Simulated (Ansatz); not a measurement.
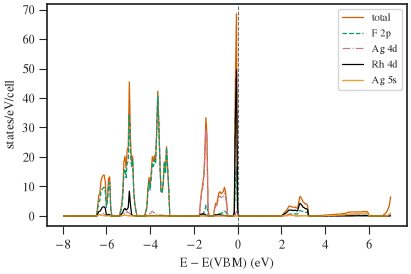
Total and projected density of states of Rb2AgRhF6 in space group Fm-3m (No. 225; Rb on 8c, Ag on 4b, Rh on 4a, F on 24e), r²SCAN (plane waves, PAW; program Ansatz)

Q: Which orbitals carry the states next to the gap?

A: Top 1 eV of the valence band: Rh 4d 46 %, Ag 4d 33 %, F 2p 19 %. Bottom 1 eV of the conduction band: Rh 4d 63 %, F 2p 24 %, Ag 5s 6 %. Projections are on Löwdin-orthogonalised atomic valence shells; empty p or d shells of many metals are not among them.

The first step of the workflow began from a Materials Project structure, measured or hypothetical; the Crystallography Open Database copy checked does not list it. Its standing as an ambient phase is unchecked. The cell was relaxed with r²SCAN under the symmetry of its start; its stability against distortions is not shown here. No spin polarisation was allowed. Spin–orbit coupling is left out wherever it is not named.

Potentials: the later of the program's two PAW sets.
